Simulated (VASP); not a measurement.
Here is the system:

```
Eu
1.0
   -2.17455     2.17455     2.17455
    2.17455    -2.17455     2.17455
    2.17455     2.17455    -2.17455
Eu
1
Direct
  0.00000   0.00000   0.00000
```

All values below come from AM05 GGA, VASP's PBE PAW potentials (set 64) (plane waves; VASP). Settings: 520 eV cut-off, 13×13×13 Γ-centred mesh, tetrahedra with Blöchl corrections, potentials Eu_2.

The 4f electrons are frozen in the core of the lanthanide potential, so 4f levels, which can set the real gap, and their magnetism are missing.

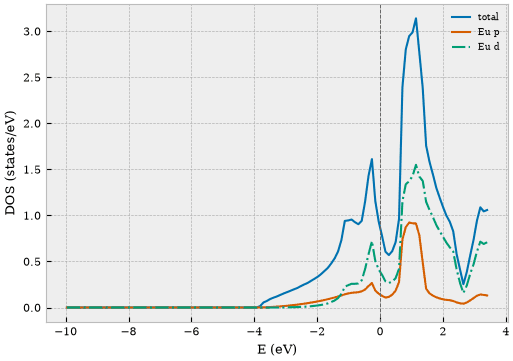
*Total and projected density of states, zero at the Fermi level*

Within 2 eV below the Fermi level the largest weight inside VASP's projection spheres is Eu d, then Eu s.

It has no gap at this level: it comes out as a metal or semimetal.

The compound is Eu in the bcc structure. It was relaxed first, which changed the volume by -14 %.
